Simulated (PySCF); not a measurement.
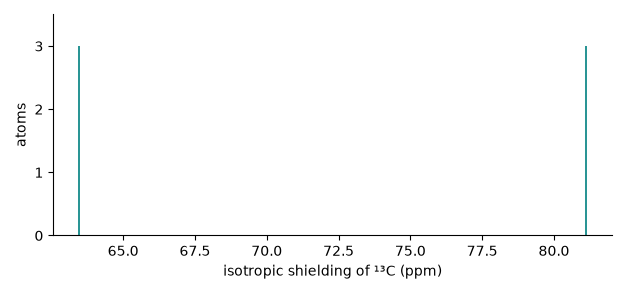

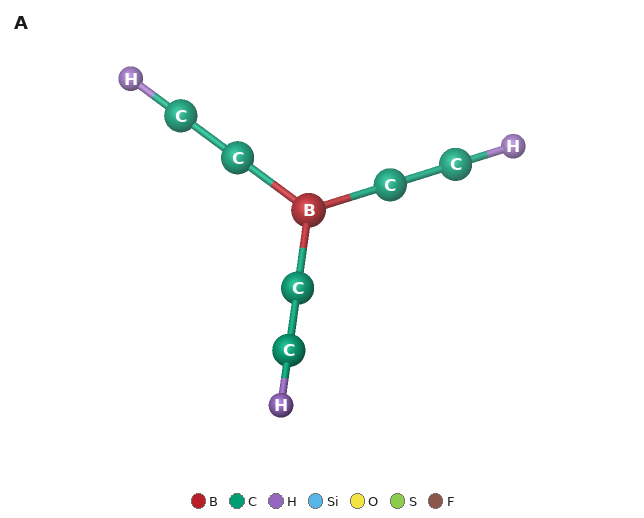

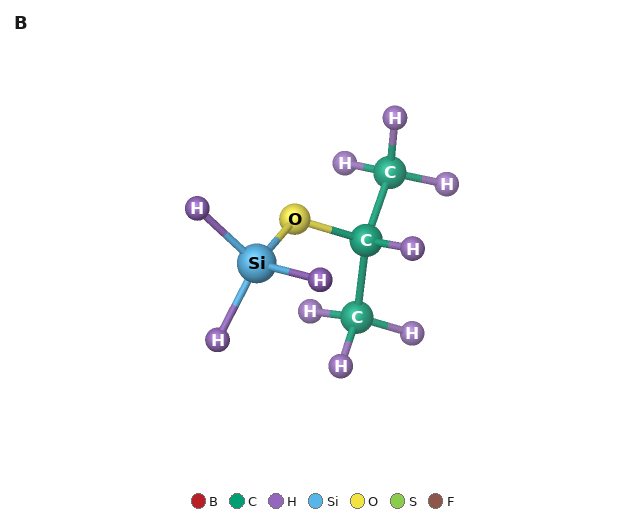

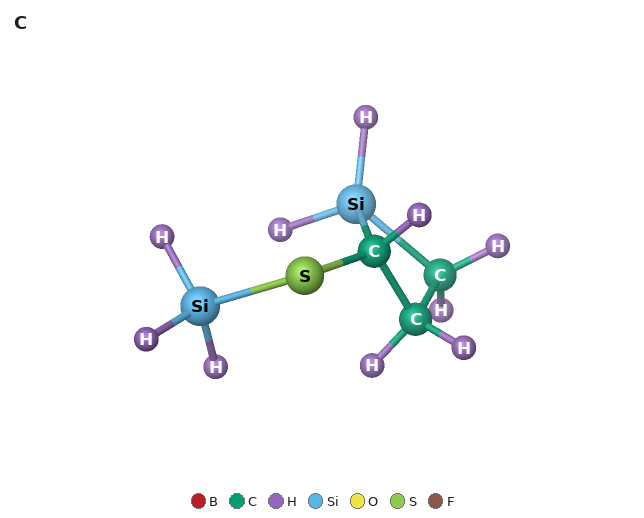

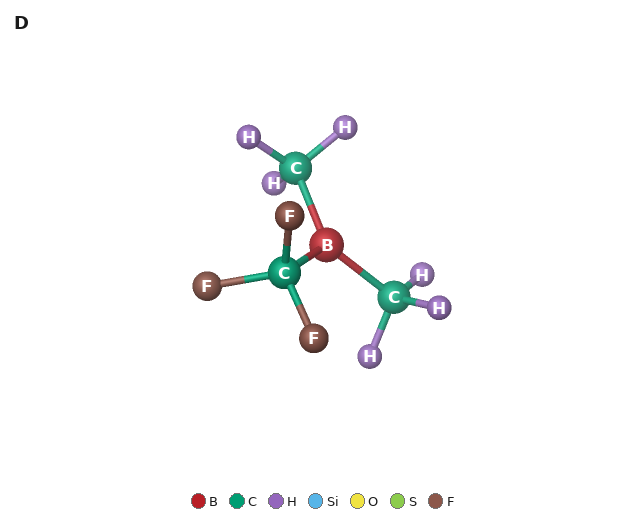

The sticks are computed shieldings of one of the molecules, for one fixed geometry (PBE0-D3(BJ)/def2-SVP) without averaging over rotations. Low shielding means a high chemical shift. Method: GIAO B3LYP/pcSseg-1 NMR shielding, non-relativistic, gas phase (PySCF 2.14.0).

### Match the spectrum to a structure.

A, `C#CB(C#C)C#C`. Its 6 C atoms give lines at 63.4 (3 atoms), 81.1 (3 atoms) ppm.
